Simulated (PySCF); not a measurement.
C₅H₆Si, SMILES `[SiH]1=CC=CC=C1`.

PySCF calculation, ωB97X/def2-SVP, gas phase; geometry: GFN2-xTB. No frequency check shows the geometry to be a minimum. Without diffuse functions Rydberg states are missing, so the states' numbers hold for this basis only.

Cartesian coordinates (Å):

```
Si1     -1.4186    0.0001    0.0000
C2      -0.3443    1.4472    0.0000
C3       1.0223    1.2375    0.0000
C4       1.6563   -0.0001    0.0000
C5       1.0223   -1.2376    0.0000
C6      -0.3444   -1.4472    0.0000
H7      -2.8733   -0.0001    0.0000
H8      -0.7051    2.4667    0.0000
H9       1.6663    2.1103    0.0000
H10      2.7381   -0.0001    0.0000
H11      1.6662   -2.1104    0.0000
H12     -0.7052   -2.4667    0.0000
```

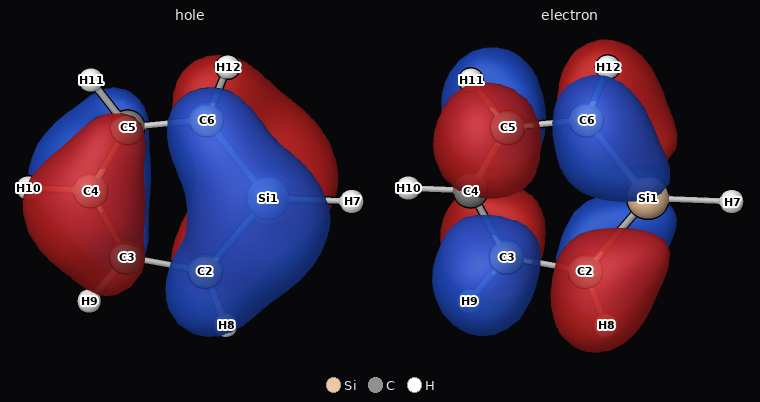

Leading natural transition orbital pair of S₁ (TDA singlet states); the surfaces enclose about 85 % of each orbital's density.

> What kind of excitation is it, and where does it lie?

4.86 eV (255 nm), f = 0.053, π → π*; the leading pair carries 69 %; hole on Si1 (23 %), C4 (17 %) and C2 and C6 (16 % each), electron on Si1 (19 %), C3 and C5 (16 % each) and C2 and C6 (15 % each) (shares are of the whole state, not of the leading pair alone); their centroids lie 0.0 Å apart. In canonical orbitals it is mainly HOMO → LUMO+1 (69 %). The HOMO–LUMO gap is 9.14 eV.

Run time: 4.5 min on 1 thread of Intel(R) Xeon(R) Platinum 8488C (Sapphire Rapids) (shared host), peak memory 0.69 GiB.
